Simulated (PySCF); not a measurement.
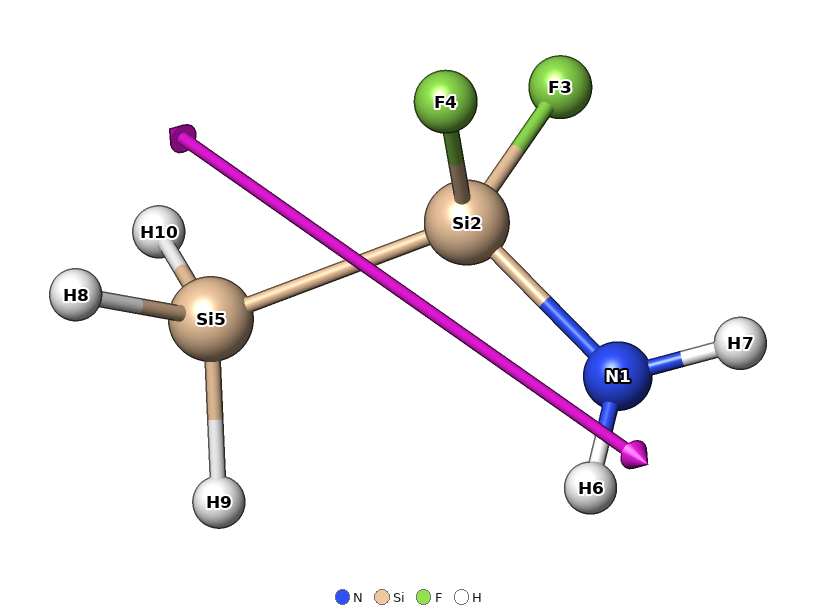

The double arrow shows the direction of the transition dipole to excited singlet state 3 (its length means nothing). The computed structure is the end point of a GFN2-xTB optimisation. No frequency run is at hand to confirm it as a minimum. Properties computed with TDDFT ωB97X-D/def2-SVPD, vertical, gas phase, core orbitals frozen in the response (PySCF 2.14.0).

Give its energy, strength and character.

Answer. 7.61 eV (163 nm), oscillator strength 0.098, mainly HOMO−1 → LUMO (weight 0.56); transition dipole 1.84 D.

The geometry is semi-empirical. Around Si such bond lengths and angles can be off by a tenth of an ångström or more and by several degrees, and values that hang on the shape move with them.
